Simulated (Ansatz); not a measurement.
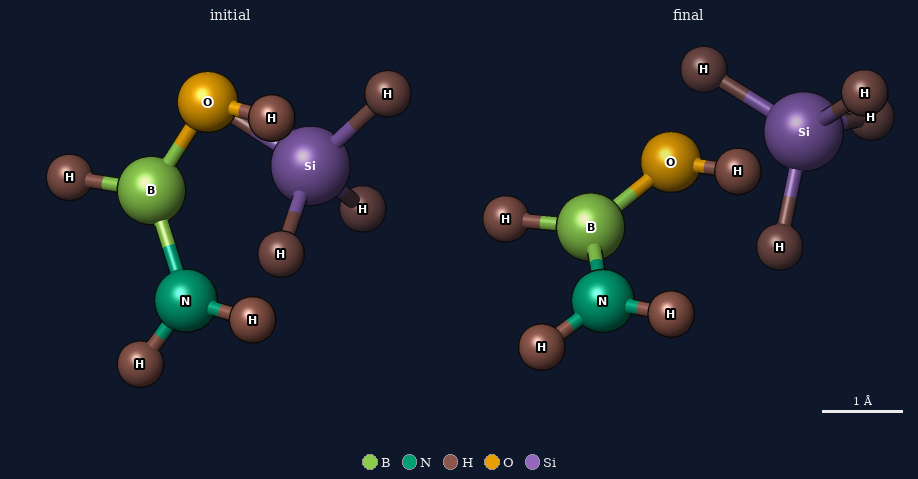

The structure of BSiNH$_{8}$O before (left) and after (right) a relaxation, at one scale.

The picture is a ball-and-stick view, seen from a free direction.

The run prepares an end point of a later path (reaction) calculation, from a guessed geometry.

Method: RKS B3LYP/6-31G* in Ansatz. Settings: no spin polarisation; force threshold 0.03 eV/Å; at most 50 steps.

**What changed between the two?**

Over 27 accepted moves (30 points after the start) the energy falls by 38.0 kJ/mol. The largest force component goes from 2.1 to 0.009 eV/Å. The line search rejected the trial steps at points 12, 22, 25 of the run. The forces were under the threshold at step 10, but the run went on from there. An H atom moves most after the best rigid fit: 1.76 Å. By element the largest moves are H 1.76 Å, N 1.16 Å, O 0.93 Å, Si 0.88 Å, B 0.60 Å. Near-neighbour distances that change, for instance: B–N 1.478 → 1.410 Å, H–Si 1.469 → 1.485 Å, B–O 1.366 → 1.377 Å.

Limits of the set-up: the start holds two separate molecules, 2.3 Å apart at their closest, whose relative position is a soft coordinate and is computed without a dispersion correction.
